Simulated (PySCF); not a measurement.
## Geometry relaxation of Si2NH7O

Si2NH7O, computed with PBE0-D3(BJ)/def2-SVP geometry optimisation, gas phase (PySCF 2.14.0).

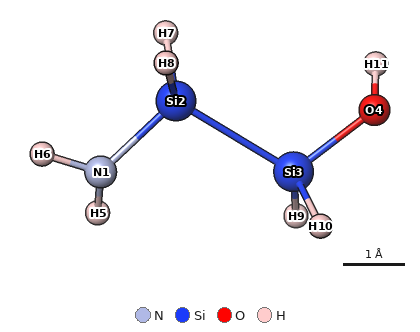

*The input geometry (ball-and-stick view, seen at a tilt; atoms are numbered from 1 in the order of the input).*

Results in brief:

| quantity | value |
| --- | --- |
| outcome | converged |
| total energy | −712.548646 hartree |
| dipole moment | 2.45 D |
| point group | C1 |
| hardware | 1 CPU thread, shared host |
| wall time | 42 s |
| peak memory | 0.41 GiB |

The input:
```
{"job": {"xc": "PBE0", "basis": "def2-SVP", "d3": "d3bj", "grid": 1, "shake": 0.01, "kind": "geom"}, "charge": 0, "multiplicity": 1}
N     -1.863330    -0.224510    -0.870460
Si    -0.795330    -0.127950     0.454330
Si     1.297160    -0.067300    -0.461450
O      2.479060     0.044780     0.719860
H     -1.773620     0.433290    -1.655040
H     -2.868460    -0.323440    -0.689640
H     -1.050110     1.009270     1.379380
H     -1.123570    -1.304880     1.243120
H      1.515320     1.071460    -1.361030
H      1.785520    -1.276560    -1.111700
H      2.435470     0.740000     1.376900
```

The first line tells a small driver script what to run in PySCF; the rest is the geometry in Å.

Command:
```bash
OMP_NUM_THREADS=1 python <driver script> task.json out
```

Log:
```
step   0  E = -712.53909996  max force = 0.028845
step   1  E = -712.54814766  max force = 0.004303
step   2  E = -712.54850306  max force = 0.001440
step   3  E = -712.54853814  max force = 0.000709
step   4  E = -712.54856865  max force = 0.001094
step   5  E = -712.54859737  max force = 0.001647
step   6  E = -712.54861880  max force = 0.001643
step   7  E = -712.54863571  max force = 0.000769
step   8  E = -712.54864618  max force = 0.000414
optimisation converged
```

Trajectory as extended XYZ (Å, eV, eV/Å), 9 frames, from step=0 to step=8:
```
11
Properties=species:S:1:pos:R:3:forces:R:3 step=0 energy=-19389.17650
N    -1.8633   -0.2245   -0.8705   -1.3269   0.5017  -1.4833
Si   -0.7953   -0.1280    0.4543   -0.4141   0.2498   0.2099
Si    1.2972   -0.0673   -0.4615    1.4208   0.0964   0.7890
O     2.4791    0.0448    0.7199    0.1286  -0.0645   0.3946
H    -1.7736    0.4333   -1.6550    0.1124  -0.3311   0.4169
H    -2.8685   -0.3234   -0.6896    0.4427  -0.1166   0.0175
H    -1.0501    1.0093    1.3794    0.2217   0.3810   0.2414
H    -1.1236   -1.3049    1.2431    0.1556  -0.7176   0.5553
H     1.5153    1.0715   -1.3610   -0.3572   0.4848  -0.6085
H     1.7855   -1.2766   -1.1117   -0.2922  -0.6294  -0.5777
H     2.4355    0.7400    1.3769   -0.0913   0.1454   0.0449
11
Properties=species:S:1:pos:R:3:forces:R:3 step=1 energy=-19389.42270
N    -1.8974   -0.2107   -0.9554    0.1495   0.0446   0.0541
Si   -0.8109   -0.1536    0.4040    0.0249  -0.0360   0.2212
Si    1.3930   -0.0704   -0.3911   -0.2116   0.0534  -0.1097
O     2.5053    0.0905    0.8506   -0.0130   0.0973   0.0237
H    -1.7935    0.5095   -1.6619   -0.0124   0.0020  -0.0547
H    -2.8808   -0.3810   -0.7817   -0.0971  -0.0326   0.0154
H    -0.9857    1.0076    1.3573   -0.0397  -0.0210  -0.0230
H    -1.0160   -1.3844    1.2363   -0.0493   0.0411  -0.0684
H     1.4565    1.0702   -1.3719    0.1083  -0.0346   0.0101
H     1.7039   -1.3305   -1.1229    0.1369   0.0159   0.0401
H     2.3609    0.8255    1.4583    0.0035  -0.1301  -0.1088
11
Properties=species:S:1:pos:R:3:forces:R:3 step=2 energy=-19389.43238
N    -1.8974   -0.2094   -0.9432    0.0069   0.0479   0.0035
Si   -0.8133   -0.1529    0.4167    0.0006  -0.0025   0.0604
Si    1.3865   -0.0675   -0.4036   -0.0740   0.0045  -0.0588
O     2.4990    0.0926    0.8354    0.0396   0.0222   0.0421
H    -1.7951    0.5045   -1.6577   -0.0147  -0.0267  -0.0084
H    -2.8825   -0.3860   -0.7720    0.0114  -0.0103  -0.0086
H    -0.9994    1.0069    1.3672    0.0074  -0.0104  -0.0004
H    -1.0333   -1.3844    1.2376   -0.0063  -0.0004  -0.0176
H     1.4811    1.0712   -1.3816    0.0080  -0.0194  -0.0189
H     1.7395   -1.3249   -1.1202    0.0211   0.0004  -0.0006
H     2.3500    0.8228    1.4429    0.0001  -0.0053   0.0074
11
Properties=species:S:1:pos:R:3:forces:R:3 step=3 energy=-19389.43333
N    -1.8970   -0.2074   -0.9379   -0.0010   0.0365   0.0155
Si   -0.8128   -0.1537    0.4223   -0.0059   0.0010  -0.0029
Si    1.3838   -0.0663   -0.4078   -0.0097  -0.0019  -0.0035
O     2.4983    0.1010    0.8311    0.0154   0.0127   0.0030
H    -1.7968    0.5017   -1.6570   -0.0022  -0.0162  -0.0041
H    -2.8815   -0.3898   -0.7696    0.0074  -0.0123  -0.0048
H    -0.9970    1.0034    1.3752    0.0093  -0.0042   0.0064
H    -1.0347   -1.3877    1.2376   -0.0006  -0.0075  -0.0058
H     1.4790    1.0662   -1.3924   -0.0071  -0.0103  -0.0158
H     1.7473   -1.3241   -1.1193    0.0004  -0.0016   0.0020
H     2.3465    0.8296    1.4395   -0.0061   0.0039   0.0098
11
Properties=species:S:1:pos:R:3:forces:R:3 step=4 energy=-19389.43416
N    -1.8966   -0.2037   -0.9281   -0.0139   0.0177   0.0260
Si   -0.8102   -0.1573    0.4303   -0.0084   0.0002  -0.0562
Si    1.3808   -0.0653   -0.4136    0.0478  -0.0045   0.0444
O     2.4982    0.1223    0.8224   -0.0093   0.0075  -0.0386
H    -1.7992    0.4990   -1.6534    0.0105  -0.0030   0.0017
H    -2.8795   -0.3974   -0.7648    0.0051  -0.0111  -0.0009
H    -0.9882    0.9943    1.3900    0.0061   0.0008   0.0117
H    -1.0319   -1.3969    1.2363    0.0022  -0.0089   0.0043
H     1.4673    1.0542   -1.4135   -0.0158   0.0008  -0.0080
H     1.7569   -1.3256   -1.1144   -0.0134  -0.0059   0.0088
H     2.3377    0.8492    1.4303   -0.0109   0.0064   0.0068
11
Properties=species:S:1:pos:R:3:forces:R:3 step=5 energy=-19389.43494
N    -1.8975   -0.1985   -0.9112   -0.0239  -0.0060   0.0255
Si   -0.8046   -0.1660    0.4408   -0.0062  -0.0011  -0.0847
Si    1.3780   -0.0647   -0.4221    0.0844  -0.0024   0.0681
O     2.5000    0.1634    0.8046   -0.0269   0.0026  -0.0661
H    -1.8038    0.4975   -1.6427    0.0196   0.0111   0.0067
H    -2.8774   -0.4098   -0.7544    0.0001  -0.0066   0.0044
H    -0.9719    0.9759    1.4134    0.0010   0.0037   0.0141
H    -1.0235   -1.4144    1.2337    0.0032  -0.0067   0.0118
H     1.4430    1.0325   -1.4481   -0.0191   0.0103   0.0013
H     1.7712   -1.3314   -1.1023   -0.0203  -0.0101   0.0162
H     2.3217    0.8885    1.4099   -0.0120   0.0051   0.0026
11
Properties=species:S:1:pos:R:3:forces:R:3 step=6 energy=-19389.43552
N    -1.9009   -0.1928   -0.8860   -0.0262  -0.0288   0.0089
Si   -0.7953   -0.1813    0.4533    0.0005  -0.0009  -0.0715
Si    1.3763   -0.0648   -0.4340    0.0845   0.0030   0.0551
O     2.5041    0.2272    0.7735   -0.0325  -0.0050  -0.0630
H    -1.8117    0.4987   -1.6216    0.0204   0.0209   0.0093
H    -2.8763   -0.4262   -0.7358   -0.0051   0.0016   0.0097
H    -0.9474    0.9466    1.4448   -0.0039   0.0049   0.0119
H    -1.0078   -1.4410    1.2301    0.0026  -0.0017   0.0135
H     1.4043    0.9992   -1.4963   -0.0148   0.0149   0.0085
H     1.7914   -1.3421   -1.0806   -0.0183  -0.0103   0.0190
H     2.2986    0.9494    1.3740   -0.0072   0.0013  -0.0015
11
Properties=species:S:1:pos:R:3:forces:R:3 step=7 energy=-19389.43598
N    -1.9045   -0.1919   -0.8762   -0.0125  -0.0289  -0.0063
Si   -0.7909   -0.1884    0.4554    0.0031   0.0021  -0.0274
Si    1.3777   -0.0658   -0.4387    0.0396   0.0027   0.0175
O     2.5075    0.2519    0.7583   -0.0173  -0.0006  -0.0293
H    -1.8165    0.5025   -1.6093    0.0087   0.0150   0.0086
H    -2.8786   -0.4297   -0.7248   -0.0046   0.0073   0.0084
H    -0.9379    0.9346    1.4542   -0.0032   0.0021   0.0060
H    -0.9991   -1.4512    1.2293    0.0010   0.0010   0.0068
H     1.3885    0.9866   -1.5131   -0.0057   0.0074   0.0062
H     1.7973   -1.3492   -1.0697   -0.0084  -0.0062   0.0116
H     2.2918    0.9734    1.3562   -0.0007  -0.0020  -0.0021
11
Properties=species:S:1:pos:R:3:forces:R:3 step=8 energy=-19389.43627
N    -1.9083   -0.1933   -0.8719    0.0055  -0.0213  -0.0159
Si   -0.7885   -0.1919    0.4543    0.0035   0.0059   0.0167
Si    1.3796   -0.0674   -0.4420   -0.0095   0.0000  -0.0138
O     2.5110    0.2602    0.7487    0.0019   0.0047   0.0048
H    -1.8210    0.5073   -1.5994   -0.0048   0.0063   0.0045
H    -2.8825   -0.4268   -0.7148   -0.0040   0.0100   0.0054
H    -0.9338    0.9302    1.4553    0.0001  -0.0009   0.0001
H    -0.9933   -1.4543    1.2303    0.0000   0.0015  -0.0012
H     1.3822    0.9820   -1.5195    0.0022  -0.0024  -0.0004
H     1.7970   -1.3554   -1.0645    0.0016  -0.0010   0.0009
H     2.2928    0.9822    1.3452    0.0034  -0.0029  -0.0012
```

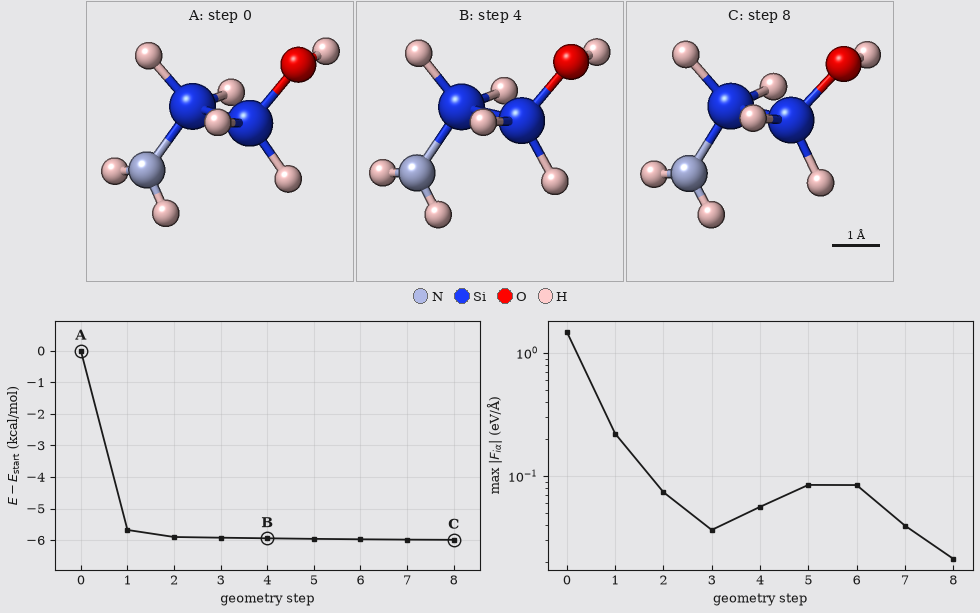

*Frames of the relaxation (ball-and-stick view, seen at a tilt) above the curves, on which the letters mark them (steps are counted from 0).*

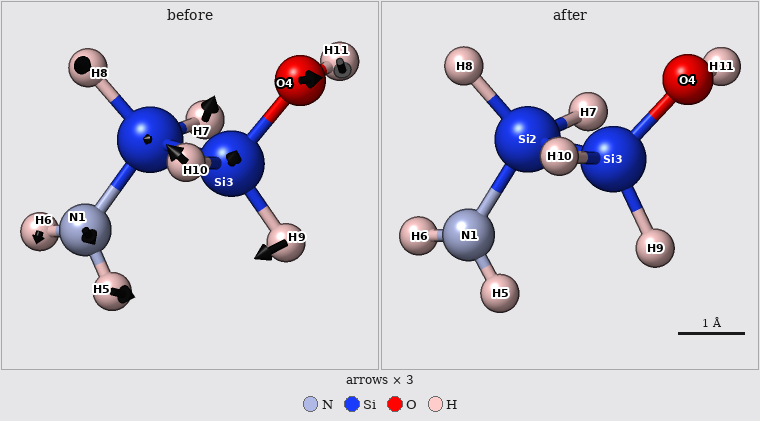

*Before (left) and after (right) the relaxation, at one scale (ball-and-stick view, seen at a tilt). The black arrows give the displacements, magnified 3 times.*

The largest moves after the best rigid fit, 0.19 Å, are those of H9 and H11. Largest moves by element: H 0.19 Å, O 0.14 Å, N 0.12 Å, Si 0.10 Å. Distances before and after: Si2–Si3 2.285 → 2.349 Å, Si2–H8 1.454 → 1.496 Å, Si3–H9 1.468 → 1.504 Å, Si3–H10 1.457 → 1.490 Å. Among the angles that change: O4–Si3–H10 97.7° → 106.1°, O4–Si3–H9 106.0° → 111.8°, Si2–Si3–H10 117.6° → 111.8°. Over 8 geometry steps the energy falls by 5.99 kcal/mol. The largest force component goes from 1.5 to 0.021 eV/Å. (Atoms are counted from 1 in the order of the input.)
